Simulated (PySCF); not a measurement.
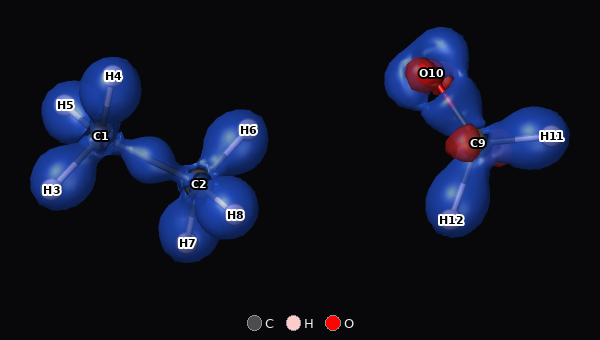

C₃H₈O, SMILES `CC.C=O`. Deformation density (molecule less spherical, spin-averaged free atoms at the same positions), surfaces at ±0.22 e/Å³; blue: gain, red: loss.

Computed with PySCF, r2SCAN/def2-TZVP, geometry: GFN2-xTB. The pair's geometry is semi-empirical, so its contact may be too short or too long.

Geometry (Å), atoms numbered from 1:

```
C1      -2.6529    0.2812    0.1384
C2      -1.3589   -0.4634   -0.1542
H3      -3.4639   -0.4174    0.3338
H4      -2.5358    0.9217    1.0095
H5      -2.9344    0.9041   -0.7076
H6      -0.5499    0.2382   -0.3421
H7      -1.4741   -1.0997   -1.0292
H8      -1.0806   -1.0903    0.6910
C9       2.4584   -0.3650    0.1234
O10      1.9977    0.7031   -0.1387
H11      3.3652   -0.4885    0.7386
H12      2.0122   -1.3097   -0.2295
```

> How much density has each bond gained at its critical point, relative to the free atoms?

The five largest and four smallest: C9–H12: +0.77 e/Å³ at the bond critical point (bond length 1.10 Å, Mayer order 0.9). C9–H11: +0.77 e/Å³ at the bond critical point (bond length 1.10 Å, Mayer order 0.9). C2–H6: +0.70 e/Å³ at the bond critical point (bond length 1.09 Å, Mayer order 1.0). C1–H5: +0.69 e/Å³ at the bond critical point (bond length 1.09 Å, Mayer order 1.0). C1–H4: +0.69 e/Å³ at the bond critical point (bond length 1.09 Å, Mayer order 1.0). C2–H7: +0.68 e/Å³ at the bond critical point (bond length 1.09 Å, Mayer order 1.0). C2–H8: +0.68 e/Å³ at the bond critical point (bond length 1.09 Å, Mayer order 1.0). C9–O10: +0.67 e/Å³ at the bond critical point (bond length 1.19 Å, Mayer order 2.1). C1–C2: +0.45 e/Å³ at the bond critical point (bond length 1.52 Å, Mayer order 1.0). In all, 2.5 electrons gather in the regions of gain relative to the promolecule.

> Where do the Hirshfeld charges lie?

The highest Hirshfeld charge is on C9 (+0.12 e), the lowest on O10 (−0.19 e).

```json
{"atom": "C1", "charge (e)": "−0.11"}
{"atom": "C2", "charge (e)": "−0.11"}
{"atom": "H3", "charge (e)": "+0.03"}
{"atom": "H4", "charge (e)": "+0.04"}
{"atom": "H5", "charge (e)": "+0.04"}
{"atom": "H6", "charge (e)": "+0.03"}
{"atom": "H7", "charge (e)": "+0.03"}
{"atom": "H8", "charge (e)": "+0.03"}
{"atom": "C9", "charge (e)": "+0.12"}
{"atom": "O10", "charge (e)": "−0.19"}
{"atom": "H11", "charge (e)": "+0.05"}
{"atom": "H12", "charge (e)": "+0.05"}
```
